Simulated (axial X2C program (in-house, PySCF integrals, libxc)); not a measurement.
Run report: CdBe, relativistic diatomic calculation

System: CdBe, single determinant with M_S = 0 and |Λ| = 0.
Method: HF, spin-free X2C-1e, Cd dyall-v3z, Be dyall-v3z (cores contracted) (axial X2C program (in-house, PySCF integrals, libxc)).

### Summary

- outcome: converged
- hardware: 1 CPU thread, shared host
- wall time: 2.3 s

### Remarks

Hartree–Fock lacks correlation, so it usually binds too weakly.

### The input
```
{"zs": [48, 4], "q": 0, "bas": ["dyall-v3z", "dyall-v3z"], "levels": ["PBE0", "HF", "B3LYP", "TPSSh"], "cc": false, "r0": 2.38, "npts": 10, "nst": 2, "ntry": 6}
```

The line is the task of a batch: nuclear charges, charge, bases, the levels to run, a first guess of the distance and further settings. This report covers HF without spin-orbit coupling. The log is that of the reference distance 3.023 Å.

The run was one of a batch that the task file lists, launched with:
```bash
python <driver script> task.json out
```

### The program's output
```
spin-free X2C-1e  HF
basis functions 181  fitting functions 899  grid points 5082
iter        total energy     max residual
   1      -5605.936048884     4.73e-01
   2      -5605.958867275     6.29e-03
   3      -5605.959638532     1.66e-03
   4      -5605.959726010     9.25e-04
   5      -5605.959742155     1.83e-04
   6      -5605.959746247     5.78e-05
   7      -5605.959746610     3.29e-05
   8      -5605.959746705     4.85e-06
   9      -5605.959746708     1.16e-06
  10      -5605.959746708     2.32e-07
converged
one-electron -7793.87776994  Coulomb 2310.40060827  exact exchange -156.09225242  xc functional 0.00000000  nuclear repulsion 33.60966738
```

### The points of the curve

| R (Å) | E (hartree) | dipole (D; origin at the first atom, positive when the second is positive) | highest filled (eV) | lowest empty (eV) |
| --- | --- | --- | --- | --- |
| 2.630 | −5605.950348 | −0.29 | −6.37 | 0.40 |
| 2.751 | −5605.954209 | −0.23 | −6.49 | 0.44 |
| 2.842 | −5605.956447 | −0.19 | −6.58 | 0.47 |
| 2.932 | −5605.958261 | −0.16 | −6.67 | 0.49 |
| 3.023 | −5605.959747 | −0.12 | −6.76 | 0.52 |
| 3.129 | −5605.961156 | −0.09 | −6.85 | 0.54 |
| 3.235 | −5605.962297 | −0.07 | −6.94 | 0.56 |
| 3.371 | −5605.963461 | −0.05 | −7.05 | 0.59 |
| 3.537 | −5605.964542 | −0.02 | −7.17 | 0.61 |
| 3.779 | −5605.965643 | −0.01 | −7.31 | 0.65 |

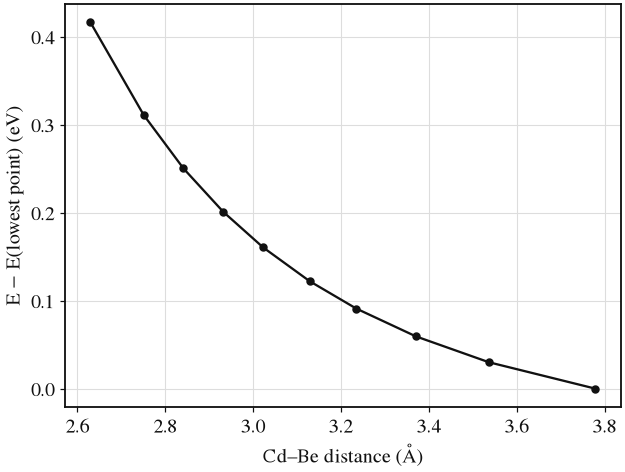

Energy at 10 bond lengths, for one set of occupations held fixed; the line joins the points. The lowest point is at 3.78 Å, the end of the range, so no minimum is bracketed. The whole curve lies above Cd + Be, so the molecule isn't bound against them at this level.

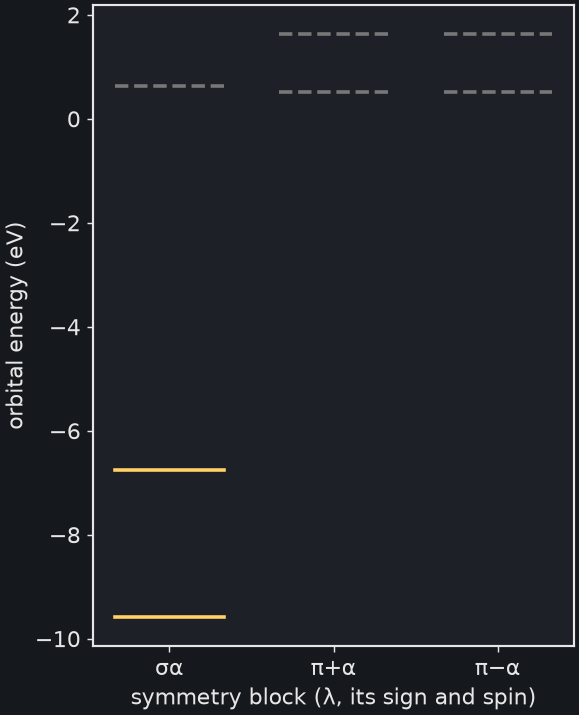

Orbital energies near the frontier at 3.02 Å, filled (solid) and empty (dashed); a label such as π−α means λ = −1 and α spin, and the β levels equal the α ones. The highest filled orbital (σα; 46 % Cd s, 28 % Be s) lies at −6.76 eV, the lowest empty one (π+α; 51 % Cd p, 49 % Be p) at 0.52 eV.
